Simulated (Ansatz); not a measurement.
## Redistribution: 2 SiH(CH3)(SiH3)F → SiH(CH3)(SiH3)2 + SiH(CH3)F2

Species: SiH(CH3)(SiH3)F, singlet; SiH(CH3)(SiH3)2, singlet; SiH(CH3)F2, singlet. The partners trade F for SiH3; both sit on Si, so the bond types are kept.

Shapes, held fixed at every level: PBE0-D4/def2-TZVP. Programs: Ansatz 0.2.0. The zero-point and thermal change to 298 K, harmonic and unscaled (PBE0-D4/def2-TZVP), is +1.2 kJ/mol.

```
               level                   kind  ΔH(298 K) (kJ/mol)  less CCSD(T)/CBS estimate  CPU time (sum over the molecules)
    SPW92/def2-TZVPP                    LDA               -41.9                       +1.1                               14 s
 BHLYP-D4/def2-TZVPP          global hybrid               -40.7                       +2.3                               30 s
  PBE0-D4/def2-TZVPP          global hybrid               -42.7                       +0.3                               30 s
      MP2/def2-TZVPP    perturbation theory               -47.5                       -4.5                                  –
    CCSD(T)/def2-SVP  coupled cluster or CI               -46.5                       -3.5                               33 s
  CCSD(T)/def2-TZVPP  coupled cluster or CI               -44.9                       -1.9                             14 min
CCSD(T)/CBS estimate  coupled cluster or CI               -43.0                        0.0                             17 min
```

The highest level, CCSD(T)/CBS estimate, gives ΔH(298 K) = -43.0 kJ/mol; the levels span -47.5 to -40.7. The column of differences is taken from that level and isn't an error. No measured value is set beside it here. The CBS estimate extrapolates MP2 from def2-TZVPP and def2-QZVPP and adds CCSD(T) − MP2 in the triple-zeta set, cores frozen. Times are processor times on shared x86 and Arm servers, and rough.

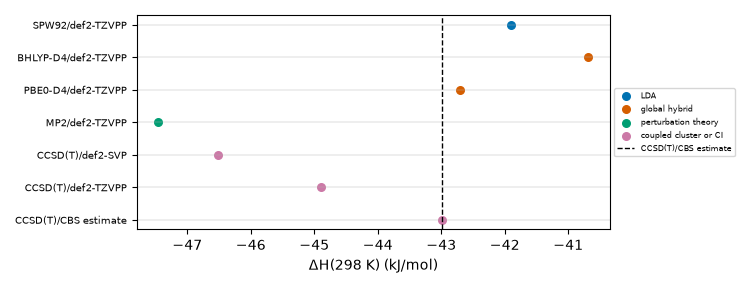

The values of the table, level by level.
